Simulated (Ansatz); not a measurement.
## MnCd2AgS4, from a guessed structure to a relaxed one

Starting from a made-up structure for MnCd2AgS4, the aim is the relaxed cell, its shortest contacts and, where a second run follows, its electronic structure.

Main program and level: Ansatz 0.2.0; DFT, PBE, plane-wave PAW, files of the set soft_1, scalar-relativistic, ferromagnetic start, cell and ions relaxed at zero pressure; PAW set soft_1, in the first sound run; inputs show where later runs differ.

### Step 1. The structure

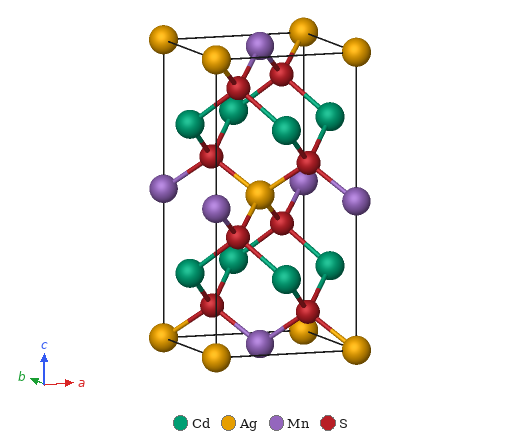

The starting structure, seen slightly off an axis (cadmium teal, silver orange, manganese purple, sulfur red). This picture shows the conventional cell, with its axes. Bonds to atoms that aren't drawn are left out. Some periodic images of atoms are drawn too.

### Step 2. Relaxation of the guess

The guess takes its coordinates from another compound and its volume from a rule, so the cell and any free coordinates are relaxed together.

File input.yaml:

```yaml
crystal:
  lattice:
    - [-3.065, 3.065, 6.167]
    - [3.065, -3.065, 6.167]
    - [3.065, 3.065, -6.167]
  atoms:
    - { symbol: Cd, position: [0.25, 0.75, 0.5] }
    - { symbol: Cd, position: [0.75, 0.25, 0.5] }
    - { symbol: Ag, position: [0.0, 0.0, 0.0] }
    - { symbol: Mn, position: [0.5, 0.5, 0.0], spin: 4.0 }
    - { symbol: S, position: [0.3705, 0.8665, 0.0] }
    - { symbol: S, position: [0.6295, 0.6295, 0.496] }
    - { symbol: S, position: [0.8665, 0.3705, 0.0] }
    - { symbol: S, position: [0.1335, 0.1335, 0.504] }
magnetization:
  spin_polarized: true
kpoints:
  mp_grid: { grid: [6, 6, 6] }
scf:
  occupations: { method: fermi_dirac, width: 0.05 }
hamiltonian:
  xc: pbe
  pseudopotentials: { kind: paw, azcp: { folder: soft_1 } }
relax:
  f_tol: 0.015
  max_steps: 70
  cell: {}
output:
  forces: true
  stress: true
```

Launch:

```console
ansatz run input.yaml --threads 4 --pin off --max-ram 10240MiB --backend cpu --events-out ev --progress --plain --runs-dir out
```

Numbers of over 12 decimals in the logs are rounded to 6 here.

What it wrote:

```text
Engine: ansatz 0.2.0, x86_64-unknown-linux-gnu
Pseudopotentials: kind: paw
Pseudopotential: Cd, paw, valence charge 20, recommended cutoff 420 eV (normal), soft_1/Cd.paw.azcp
Pseudopotential: Ag, paw, valence charge 19, recommended cutoff 420 eV (normal), soft_1/Ag.paw.azcp
Pseudopotential: Mn, paw, valence charge 15, recommended cutoff 420 eV (normal), soft_1/Mn.paw.azcp
Pseudopotential: S, paw, valence charge 6, recommended cutoff 420 eV (normal), soft_1/S.paw.azcp
Functional definition: PBE
  parameter kappa = 0.804
  parameter beta = 0.066725
  exchange = pbe_x(kappa = kappa, mu = beta*pi^2/3)
  correlation = pbe_c(beta = beta)
Crystal: 8 atoms, lattice volume = 231.737 Å³
Basis set: ecut = 420 eV, 4517 PW (Γ), exchange–correlation on 108×108×108 points (8 copies of the dense FFT grid, shifted against one another)
Bands: 62, of which v1, the nominal top of the filled ones, is band 49 counted from 1 (48 counted from 0)
Symmetry: 8 space group operations
Space group: I-42m (ITA 121), of the structure as read, at distance tolerance 6.1e-5 Å
Magnetic group: BNS 121.327 (UNI 987), of the structure as read, at distance tolerance 6.1e-5 Å
k-points: 30 of 216 (time reversal used)
Non-local potential: Cd, projectors of the file, l = 0: 3, l = 1: 2, l = 2: 2, l = 3: 1
Non-local potential: Ag, projectors of the file, l = 0: 3, l = 1: 2, l = 2: 2, l = 3: 1
Non-local potential: Mn, projectors of the file, l = 0: 3, l = 1: 2, l = 2: 3, l = 3: 1
Non-local potential: S, projectors of the file, l = 0: 2, l = 1: 2, l = 2: 1
PAW form: soft (Blöchl's): semilocal exchange-correlation on the pseudo side does not see the compensation charge
PAW one-centre angular grid: Cd, 590 points (default); XC on 64 Gauss nodes
PAW one-centre angular grid: Ag, 590 points (default); XC on 64 Gauss nodes
PAW one-centre angular grid: Mn, 590 points (default); XC on 64 Gauss nodes
PAW one-centre angular grid: S, 110 points (default); XC on 64 Gauss nodes
Initial density: superposition of atomic densities (chi_scale 0.1, normalization cell, long waves kept (reshape's long-wave potential 0.08 eV rms))
Starting moments: Σ|m| = 4 μB on 1 of 8 sites
Initial wavefunctions: pseudopotential atomic-orbital guess
Functional: x = pbe(κ = 0.804, μ = 0.219515), c = pbe(β = 0.066725)
SCF iter   1: F=—  HF=-31611.327066 eV  |F-HF|=—  |Δ(HF+E_count)|=         —  Δρ=5.66e-2 (↑5.66e-2 ↓3.87e-2)  dr2=3.35e1  dr2_m=2.46e-1  M=4.096 μB ∫|m|=4.530 μB  β_m=0.30  ethr=3.10e-3  ⟨swp⟩=6.7  Hψ=14541  notcnv=0  defer=52
Mixer restart at iter 1: flushing history
preconditioner: auto → Kerker (q_TF=auto, 2.364 Å⁻¹)  [metal: Δε(μ)=0.014 eV  Ē_g=9.126 eV  σ=0.050 eV  W_gap=0.07  n_scr=60 (ndim 8)  ℏωp=19.8 eV  f_vac=0.110  D(μ)=10.72/eV (n_scr^D=100)]
spin=Collinear: Kerker preconditioning applied to the charge; magnetization (m = ρ↑ − ρ↓) channel mixes plain (no charge-response kernel on spin).
SCF iter   2: F=—  HF=-31609.598379 eV  |F-HF|=—  |Δ(HF+E_count)|=    1.73e0  Δρ=1.81e-2 (↑1.81e-2 ↓1.21e-2)  dr2=2.78e0  dr2_m=1.68e-1  M=4.026 μB ∫|m|=4.744 μB  β_m=0.33  ethr=3.10e-3  ⟨swp⟩=3.0  Hψ=7999  notcnv=0  defer=235
SCF iter   3: F=—  HF=-31609.318262 eV  |F-HF|=—  |Δ(HF+E_count)|=   2.80e-1  Δρ=1.08e-2 (↑1.08e-2 ↓8.39e-3)  dr2=1.24e0  dr2_m=7.16e-2  M=4.013 μB ∫|m|=4.824 μB  β_m=0.53  ethr=2.84e-3  ⟨swp⟩=1.5  Hψ=4350  notcnv=0  defer=232
SCF iter   4: F=—  HF=-31609.089906 eV  |F-HF|=—  |Δ(HF+E_count)|=   2.28e-1  Δρ=3.80e-3 (↑2.57e-3 ↓3.80e-3)  dr2=1.00e-1  dr2_m=5.14e-3  M=4.003 μB ∫|m|=5.031 μB  β_m=0.76  ethr=1.26e-3  ⟨swp⟩=3.0  Hψ=5439  notcnv=0  defer=346
SCF iter   5: F=—  HF=-31609.151898 eV  |F-HF|=—  |Δ(HF+E_count)|=         —  Δρ=2.52e-3 (↑1.40e-3 ↓2.52e-3)  dr2=4.52e-2  dr2_m=1.44e-3  M=4.002 μB ∫|m|=5.143 μB  β_m=0.76  ethr=1.02e-4  ⟨swp⟩=2.0  Hψ=5053  notcnv=0  defer=346
Mixer restart at iter 5: flushing history
SCF iter   6: F=—  HF=-31609.157232 eV  |F-HF|=—  |Δ(HF+E_count)|=   5.33e-3  Δρ=2.03e-3 (↑2.03e-3 ↓7.57e-4)  dr2=1.00e-2  dr2_m=2.46e-3  M=4.003 μB ∫|m|=5.171 μB  β_m=0.75  ethr=4.61e-5  ⟨swp⟩=2.0  Hψ=6912  notcnv=0  defer=346
SCF iter   7: F=—  HF=-31609.158034 eV  |F-HF|=—  |Δ(HF+E_count)|=   8.02e-4  Δρ=7.41e-4 (↑7.41e-4 ↓5.49e-4)  dr2=5.91e-3  dr2_m=4.50e-5  M=4.002 μB ∫|m|=5.162 μB  β_m=0.71  ethr=1.02e-5  ⟨swp⟩=2.0  Hψ=7150  notcnv=0  defer=348
SCF iter   8: F=—  HF=-31609.159452 eV  |F-HF|=—  |Δ(HF+E_count)|=   1.42e-3  Δρ=3.02e-4 (↑3.02e-4 ↓2.75e-4)  dr2=1.54e-3  dr2_m=1.59e-6  M=4.002 μB ∫|m|=5.167 μB  β_m=0.86  ethr=6.03e-6  ⟨swp⟩=2.0  Hψ=6081  notcnv=0  defer=348
SCF iter   9: F=—  HF=-31609.160635 eV  |F-HF|=—  |Δ(HF+E_count)|=   1.18e-3  Δρ=2.29e-4 (↑2.29e-4 ↓1.96e-4)  dr2=6.23e-4  dr2_m=3.67e-6  M=4.002 μB ∫|m|=5.165 μB  β_m=0.79  ethr=1.57e-6  ⟨swp⟩=2.0  Hψ=5452  notcnv=0  defer=350
SCF iter  10: F=—  HF=-31609.160895 eV  |F-HF|=—  |Δ(HF+E_count)|=   2.60e-4  Δρ=1.39e-4 (↑1.39e-4 ↓1.03e-4)  dr2=1.49e-4  dr2_m=1.44e-6  M=4.002 μB ∫|m|=5.164 μB  β_m=0.90  ethr=6.36e-7  ⟨swp⟩=2.0  Hψ=5461  notcnv=0  defer=350
SCF iter  11: F=—  HF=-31609.161010 eV  |F-HF|=—  |Δ(HF+E_count)|=   1.15e-4  Δρ=6.53e-5 (↑6.53e-5 ↓4.26e-5)  dr2=2.55e-5  dr2_m=4.05e-7  M=4.002 μB ∫|m|=5.165 μB  β_m=0.78  ethr=1.52e-7  ⟨swp⟩=2.0  Hψ=6216  notcnv=0  defer=349
SCF iter  12: F=—  HF=-31609.161011 eV  |F-HF|=—  |Δ(HF+E_count)|=   9.91e-7  Δρ=1.17e-5 (↑1.17e-5 ↓9.78e-6)  dr2=2.07e-6  dr2_m=4.60e-8  M=4.002 μB ∫|m|=5.165 μB  β_m=0.89  ethr=2.61e-8  ⟨swp⟩=2.1  Hψ=6150  notcnv=0  defer=349
SCF iter  13: F=—  HF=-31609.161014 eV  |F-HF|=—  |Δ(HF+E_count)|=   2.28e-6  Δρ=5.18e-6 (↑5.18e-6 ↓4.42e-6)  dr2=6.14e-7  dr2_m=1.94e-9  M=4.002 μB ∫|m|=5.165 μB  β_m=0.95  ethr=2.12e-9  ⟨swp⟩=2.0  Hψ=5519  notcnv=0  defer=349
SCF iter  14: F=—  HF=-31609.161014 eV  |F-HF|=—  |Δ(HF+E_count)|=   3.99e-7  Δρ=3.04e-6 (↑3.04e-6 ↓3.00e-6)  dr2=2.11e-7  dr2_m=1.08e-9  M=4.002 μB ∫|m|=5.165 μB  β_m=0.97  ethr=6.27e-10  ⟨swp⟩=2.0  Hψ=5125  notcnv=0  defer=349
SCF iter  15: F=-31609.161014 eV  HF=-31609.161014 eV  |F-HF|=8.95e-10  |Δ(HF+E_count)|=   8.53e-8  Δρ=1.19e-6 (↑1.19e-6 ↓7.88e-7)  dr2=2.27e-8  dr2_m=3.17e-10  M=4.002 μB ∫|m|=5.165 μB  ethr=1.02e-10  ⟨swp⟩=4.0  Hψ=11223  notcnv=0
SCF 1 converged in 15 iterations: F = -31609.161014 eV  dr2 = 2.27e-8
  greatest PAW one-centre occupation: 1.001 electrons in one spin orbital (limit 2), on the Ag atom at site 2 (counted from 0), in its partial waves of l = 0
[...]
relax step   7: F+E_penalty+E_count = -31610.47242445 eV  Δ(F+E_penalty+E_count) = -4.647e-4 eV  max|allowed force component| = 3.573e-3 eV/Å  Δτ_max = 0.0028 Å  P = +0.011 GPa  Ω = 190.394 Å³  energy of the carried Pulay correction = +8.932e-3 eV  (8 SCF iters, dr2 threshold 1.47e-8 eV, accepted)
Basis set: ecut = 420 eV, 3739 PW (Γ), exchange–correlation on 96×96×96 points (8 copies of the dense FFT grid, shifted against one another)
Initial wavefunctions: pseudopotential atomic-orbital guess (no wavefunctions were taken with the density)
iter 1 solved again at ethr=8.42e-7 eV; its pass at ethr=3.10e-3 eV (dr2=8.25e-4 eV) is discarded
SCF iter   1: F=—  HF=-31610.463206 eV  |F-HF|=—  |Δ(HF+E_count)|=         —  Δρ=1.69e-4 (↑1.63e-4 ↓1.69e-4)  dr2=7.79e-5  dr2_m=4.80e-7  M=4.000 μB ∫|m|=4.367 μB  β_m=0.65  ethr=8.42e-7  ⟨swp⟩=4.0  Hψ=25657  notcnv=0
preconditioner: auto → Kerker (q_TF=auto, 2.256 Å⁻¹)  [metal: Δε(μ)=0.000 eV  Ē_g=9.966 eV  σ=0.050 eV  W_gap=0.00  n_scr=36 (ndim 8)  ℏωp=21.9 eV  f_vac=0.101  D(μ)=3.63/eV (n_scr^D=14)]
spin=Collinear: Kerker preconditioning applied to the charge; magnetization (m = ρ↑ − ρ↓) channel mixes plain (no charge-response kernel on spin).
SCF iter   2: F=—  HF=-31610.463203 eV  |F-HF|=—  |Δ(HF+E_count)|=   3.45e-6  Δρ=7.04e-5 (↑6.68e-5 ↓7.04e-5)  dr2=1.75e-5  dr2_m=4.30e-7  M=4.000 μB ∫|m|=4.367 μB  β_m=0.55  ethr=7.95e-8  ⟨swp⟩=2.0  Hψ=6424  notcnv=0
SCF iter   3: F=—  HF=-31610.463211 eV  |F-HF|=—  |Δ(HF+E_count)|=   8.04e-6  Δρ=2.91e-5 (↑2.76e-5 ↓2.91e-5)  dr2=1.67e-6  dr2_m=1.21e-8  M=4.000 μB ∫|m|=4.367 μB  β_m=0.64  ethr=1.78e-8  ⟨swp⟩=2.2  Hψ=5979  notcnv=0
SCF iter   4: F=—  HF=-31610.463218 eV  |F-HF|=—  |Δ(HF+E_count)|=   7.43e-6  Δρ=1.65e-5 (↑1.12e-5 ↓1.65e-5)  dr2=1.60e-6  dr2_m=1.88e-8  M=4.000 μB ∫|m|=4.367 μB  β_m=0.82  ethr=1.70e-9  ⟨swp⟩=2.0  Hψ=5884  notcnv=0
SCF iter   5: F=—  HF=-31610.463223 eV  |F-HF|=—  |Δ(HF+E_count)|=   4.67e-6  Δρ=1.62e-5 (↑6.19e-6 ↓1.62e-5)  dr2=1.54e-6  dr2_m=1.09e-7  M=4.000 μB ∫|m|=4.366 μB  β_m=0.91  ethr=1.63e-9  ⟨swp⟩=2.1  Hψ=6163  notcnv=0
SCF iter   6: F=—  HF=-31610.463224 eV  |F-HF|=—  |Δ(HF+E_count)|=   1.59e-6  Δρ=1.01e-5 (↑6.71e-6 ↓1.01e-5)  dr2=1.04e-6  dr2_m=6.34e-9  M=4.000 μB ∫|m|=4.366 μB  β_m=0.95  ethr=1.57e-9  ⟨swp⟩=2.2  Hψ=5162  notcnv=0
SCF iter   7: F=—  HF=-31610.463225 eV  |F-HF|=—  |Δ(HF+E_count)|=   3.22e-7  Δρ=5.57e-6 (↑5.57e-6 ↓2.46e-6)  dr2=7.15e-8  dr2_m=8.33e-9  M=4.000 μB ∫|m|=4.366 μB  β_m=0.81  ethr=1.06e-9  ⟨swp⟩=2.4  Hψ=6555  notcnv=0
SCF iter   8: F=—  HF=-31610.463225 eV  |F-HF|=—  |Δ(HF+E_count)|=   3.24e-8  Δρ=1.99e-6 (↑1.99e-6 ↓9.94e-7)  dr2=1.92e-8  dr2_m=6.43e-10  M=4.000 μB ∫|m|=4.366 μB  β_m=0.79  ethr=7.29e-11  ⟨swp⟩=2.0  Hψ=6508  notcnv=0
SCF iter   9: F=—  HF=-31610.463225 eV  |F-HF|=—  |Δ(HF+E_count)|=   6.54e-9  Δρ=8.44e-7 (↑8.44e-7 ↓4.89e-7)  dr2=5.00e-9  dr2_m=8.36e-11  M=4.000 μB ∫|m|=4.366 μB  β_m=0.89  ethr=1.96e-11  ⟨swp⟩=2.0  Hψ=4703  notcnv=0
SCF iter  10: F=—  HF=-31610.463225 eV  |F-HF|=—  |Δ(HF+E_count)|=   1.87e-9  Δρ=9.35e-8 (↑9.35e-8 ↓6.67e-8)  dr2=8.72e-11  dr2_m=1.08e-12  M=4.000 μB ∫|m|=4.366 μB  β_m=0.95  ethr=5.11e-12  ⟨swp⟩=2.1  Hψ=5915  notcnv=0
SCF iter  11: F=—  HF=-31610.463225 eV  |F-HF|=—  |Δ(HF+E_count)|=  4.37e-11  Δρ=3.77e-8 (↑2.75e-8 ↓3.77e-8)  dr2=1.39e-11  dr2_m=1.26e-13  M=4.000 μB ∫|m|=4.366 μB  β_m=0.97  ethr=1.00e-12  ⟨swp⟩=1.0  Hψ=3724  notcnv=0
SCF iter  12: F=-31610.463225 eV  HF=-31610.463225 eV  |F-HF|=0.00e0  |Δ(HF+E_count)|=  7.28e-12  Δρ=3.71e-8 (↑3.68e-8 ↓3.71e-8)  dr2=1.49e-11  dr2_m=1.95e-14  M=4.000 μB ∫|m|=4.366 μB  ethr=1.00e-12  ⟨swp⟩=3.9  Hψ=11751  notcnv=0
SCF 8 converged in 12 iterations: F = -31610.463225 eV  dr2 = 1.49e-11
relax step   8: F+E_penalty+E_count = -31610.46322462 eV  Δ(F+E_penalty+E_count) = +9.200e-3 eV  max|allowed force component| = 4.291e-3 eV/Å  Δτ_max = 0.0000 Å  P = +0.005 GPa  Ω = 190.394 Å³  stress off target by 9.75e-3 GPa  SCF on the basis re-selected at this cell (its energy is not comparable with the rows above)  (12 SCF iters)
basis re-selected at this cell: Δ(F+E_penalty+E_count) = +9.200e-3 eV, ΔP = -0.006 GPa vs the last step (what re-selecting the basis moved, of the pressure what is left beyond the Pulay correction that the steps carried, after the strain that the cell walked since its last selection, with what the two solves' SCF thresholds leave and, on support functions, any second-order correction that the steps lacked; it is no measure of the basis error at this ecutwfc). The dense FFT grid was sized anew with the basis: this SCF ran on 48×48×48 points, the steps before it on 54×54×54, so part of this shift can come from that change (see relax.cell in the input reference). [rest of the remark cut]
SCF converged after 12 iterations
Magnetization: 4.0000 μB (51.0000 up, 47.0000 down)
Absolute magnetization: 4.3697 μB (∫|ρ↑−ρ↓|, with the PAW one-centre terms)
Spin contamination: 0.2670 ħ² per cell (⟨S²⟩ above its minimum at these occupations)
Per-site moments (μB) at R_I (Å): [(0.017145, 1.054093), (0.017145, 1.054093), (-0.039378, 1.054860), (3.502000, 0.954075), (-0.018467, 0.954075), (-0.018467, 0.954075), (-0.018467, 0.954075), (-0.018467, 0.954075)]
Free energy (F): -31610.463225 eV
Harris-Foulkes:  -31610.463225 eV  (|F-HF|=0.00e0)
Internal energy: -31610.434186 eV  (E = F + TS)
E sigma→0 (E₀):  -31610.448705 eV
Entropy (-TS):   -0.029038 eV (-3.630 meV/atom)
Fermi energy:    7.152410 eV
--- Per-component energies (eV) ---
  E_band       = -1778.839705
  E_kinetic    = 2082.013037
  E_local      = -14472.905801  (includes V_loc(G=0)·N_el)
  E_nonlocal   = 871.400760
  E_hartree    = 6401.495314
  E_xc         = -933.117217
  E_vxc        = -1058.483737  (∫ρ·V_xc dr)
  E_paw        = -15916.768647  (= ΣΔE_a)
  E_vpaw       = -2003.856020  (= ΣTr[D̂ρ^β])
  E_aug_tail   = 0.001183  (compensation charges beyond the density's cutoff)
  E_ewald      = -9642.552815
  E_smearing   = -0.029038  (= −TS)
  E_closure    = -0.000000  (closes the sum)
  Σ components = -31610.463225   (vs F -31610.463225, Δ=0.00e0)
--- Forces (eV/Å), atoms counted from 1 ---
  atom   1  Cd    -0.00000000     0.00000000     0.00000000
  atom   2  Cd    -0.00000000     0.00000000     0.00000000
  atom   3  Ag     0.00000000     0.00000000    -0.00000000
  atom   4  Mn     0.00000000    -0.00000000    -0.00000000
  atom   5  S      0.00429119    -0.00429119     0.00059059
  atom   6  S      0.00429119     0.00429119    -0.00059059
  atom   7  S     -0.00429119     0.00429119     0.00059059
  atom   8  S     -0.00429119    -0.00429119    -0.00059059
  max |Σ_I F_I| component: 2.86e-17 eV/Å
--- Stress (GPa, compression-positive) ---
        0.009749       0.000000       0.000000
        0.000000       0.009749      -0.000000
        0.000000      -0.000000      -0.005110
  P = ⅓ Tr σ = 0.0048 GPa (0.048 kbar)
--- Relaxed structure (7 steps of the walk, 7 accepted, 1 SCFs on fresh bases) ---
  F+E_penalty+E_count = -31610.46322462 eV   max|allowed force component| = 4.291e-3 eV/Å   (the final SCF, on the basis selected at the relaxed cell)
  cell:  # Å, volume = 190.3943 Å³
    - [-2.881344, 2.881344, 5.733286]
    - [2.881344, -2.881344, 5.733286]
    - [2.881344, 2.881344, -5.733286]
  atoms:
    - { symbol: Cd, position: [0.250000, 0.750000, 0.500000] }
    - { symbol: Cd, position: [0.750000, 0.250000, 0.500000] }
    - { symbol: Ag, position: [7.101569386097266e-19, 2.8125151148454563e-19, 4.156403108223365e-19] }
    - { symbol: Mn, position: [0.5, 0.5, 4.156403108223323e-19] }
    - { symbol: S, position: [0.384010, 0.848179, 0.0] }
    - { symbol: S, position: [0.615990, 0.615990, 0.464169] }
    - { symbol: S, position: [0.848179, 0.384010, 0.0] }
    - { symbol: S, position: [0.151821, 0.151821, 0.535831] }
```

Run time: 1.8 min. Hardware: 4 threads of INTEL XEON PLATINUM 8581C at 2.10GHz (Emerald Rapids), shared host; peak memory 1.1 GiB; 6.7 min of CPU time.

Relaxation path:

```tsv
step	energy less that of the first step (eV)	largest force component (eV/Å)	pressure (GPa)	volume (Å³)
1	0.0000	0.4290	-6.95	231.74
2	-1.1595	0.3546	-2.27	199.44
3	-1.2104	0.3997	2.23	184.15
4	-1.3089	0.0271	0.03	190.21
5	-1.3102	0.0176	-0.01	190.46
6	-1.3109	0.0082	0.00	190.46
7	-1.3114	0.0036	0.01	190.39
8*	-1.3022	0.0043	0.00	190.39
```

Relaxation steps marked * repeat the geometry before them on a plane-wave basis chosen anew for their cell, so energy and pressure can jump there.

The run keeps the 8 symmetry operations that it works with, so distortions that break them were not tested.

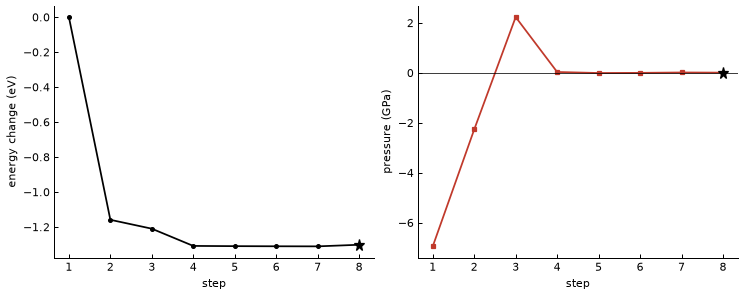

Energy and pressure along the relaxation. Stars mark steps on a basis chosen anew.

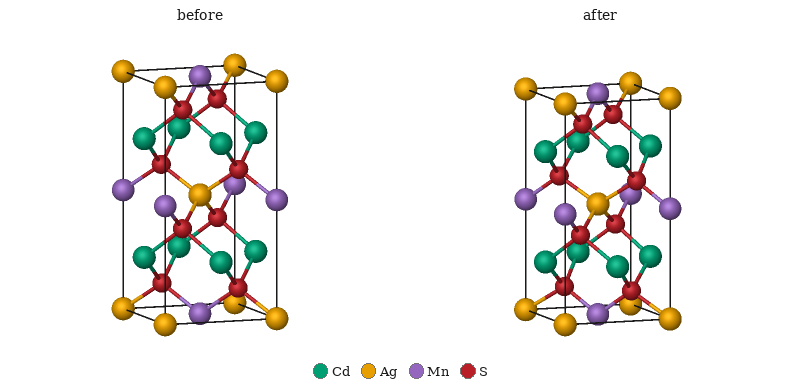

Before and after, at one scale. Bonds to atoms that aren't drawn are left out.

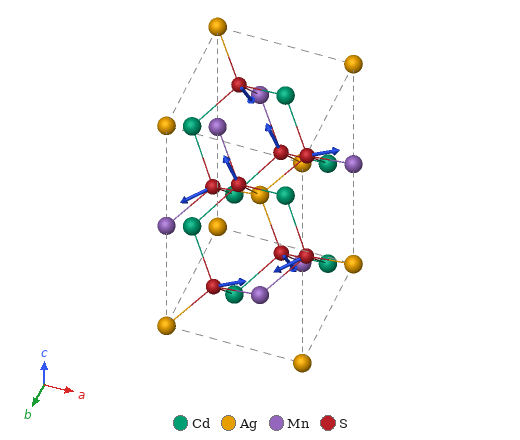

Displacements in the relaxation, exaggerated, measured against the changing cell; the longest in the cell stands for 0.13 Å. Bonds to atoms that aren't drawn are left out. Some periodic images of atoms are drawn too.

```tsv
conventional cell, symmetrised	before	after	change
a (Å)	6.130	5.763	-6.0 %
b (Å)	6.130	5.763	-6.0 %
c (Å)	12.334	11.467	-7.0 %
volume (Å³/atom)	28.97	23.80	-17.8 %
```

The atoms that moved most (Å, as changes of fractional coordinates times the final cell):

```tsv
atom	dx	dy	dz	length
S8	0.092	0.092	0.028	0.133
S6	-0.092	-0.092	0.028	0.133
S7	0.092	-0.092	-0.028	0.133
S5	-0.092	0.092	-0.028	0.133
```

This step gave:

| Item | Value |
| --- | --- |
| free energy | -31610.4632 eV |
| energy at zero smearing | -31610.4487 eV |
| smearing term TS | 0.02904 eV |
| Fermi energy | 7.152 eV |
| magnetization | 4.000 μB |
| absolute magnetization | 4.370 μB |
| site moments | 0.01714, 0.01714, -0.03938, 3.502, -0.01847, -0.01847, -0.01847, -0.01847 μB |
| electrons | 98 |
| symmetry operations | 8 |
| pressure | 0.004796 GPa |

Site moment by atom:

```tsv
atom	site moment (μB)
Cd1	0.02
Cd2	0.02
Ag3	-0.04
Mn4	3.50
S5	-0.02
S6	-0.02
S7	-0.02
S8	-0.02
```

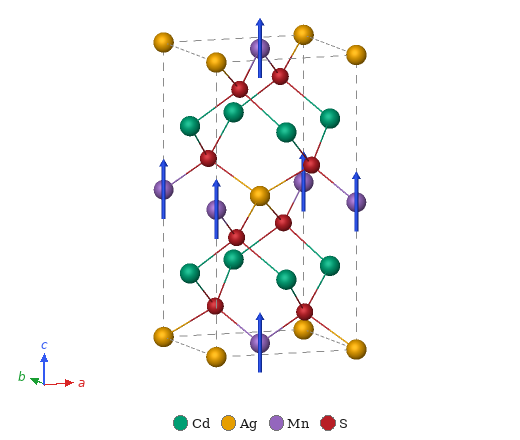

Site moment as arrows, the longest 3.50 μB. Up and down stand for the sign. Arrows give size and sign along the axis of quantisation, drawn up and down the page. Bonds to atoms that aren't drawn are left out. Some periodic images of atoms are drawn too.

The shortest distance of each pair, which need not be the same contact before and after:

```tsv
pair	guess (Å)	relaxed (Å)
Mn–S	2.600	2.313
Cd–S	2.707	2.555
Ag–S	2.628	2.557
S–S	4.218	3.774
Ag–Cd	4.348	4.064
```

The relaxation ends with a largest force component of 0.0043 eV/Å and a pressure of 0.00 GPa.

(Continued in part 2 of 2.)

[Logs are printed without paths, hosts, clocks, repeated set-up lines and the standing remarks that a program may print on its own settings, such as how far it seeks lower states.]

[Hosts, paths, dates, database ids (printed as entryN), source tags and the programs' standing remarks are cut or masked in the printed files.]
